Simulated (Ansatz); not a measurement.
The figure comes from a scan of TaN (rock salt): one Ta atom of a 4-atom cell moves by s along Cartesian x, with its periodic images. Calculation: r2SCAN (plane waves to 500 eV, PAW, scalar-relativistic; Ansatz, a quantum-chemistry and plane-wave program). k mesh 15×15×15 (Γ-centred), Fermi-Dirac smearing 0.05 eV. E stands for the smeared free energy. Left out: 2 of 11 points, with atoms too close for the PAW data. With partly filled bands, energies and forces of such displacements shift with the k mesh and the smearing. Spin-orbit coupling is left out, though Ta is heavy. TaN is run without spin polarisation. TaN was relaxed with its symmetry unable to fall. This is a high-temperature form of TaN. ΔE is measured from the undisplaced structure.

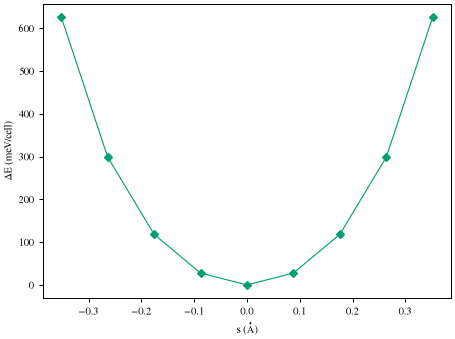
Fig. 1. ΔE (meV/cell) against s (Å); computed points joined by lines.

Question: Turn the plot into a table (rounded to what can be read).

Answer: To the nearest 10:

```json
[
 {"s (Å)": "-0.352", "ΔE (meV/cell)": "630"},
 {"s (Å)": "-0.264", "ΔE (meV/cell)": "300"},
 {"s (Å)": "-0.176", "ΔE (meV/cell)": "120"},
 {"s (Å)": "-0.088", "ΔE (meV/cell)": "30"},
 {"s (Å)": "0.000", "ΔE (meV/cell)": "0"},
 {"s (Å)": "0.088", "ΔE (meV/cell)": "30"},
 {"s (Å)": "0.176", "ΔE (meV/cell)": "120"},
 {"s (Å)": "0.264", "ΔE (meV/cell)": "300"},
 {"s (Å)": "0.352", "ΔE (meV/cell)": "630"}
]
```

(For displaced atoms, the force is minus the slope of the energy, and its curvature is a force constant, which sets phonon frequencies.)
